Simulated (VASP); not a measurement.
Shape and ions are relaxed at each volume.

Energy against volume of MgB2 (AlB2 type). These are RPBE GGA, VASP's PBE PAW potentials (set 64) (plane waves; VASP) values and carry that method's errors.

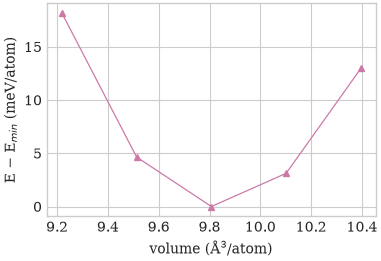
Energy against volume

Question: Estimate the equilibrium volume and the bulk modulus.

Answer: The minimum lies near 9.8 Å³/atom, and the curvature gives B0 of about 140 GPa.

The compound is MgB2 in the AlB2 type structure. It was relaxed first.
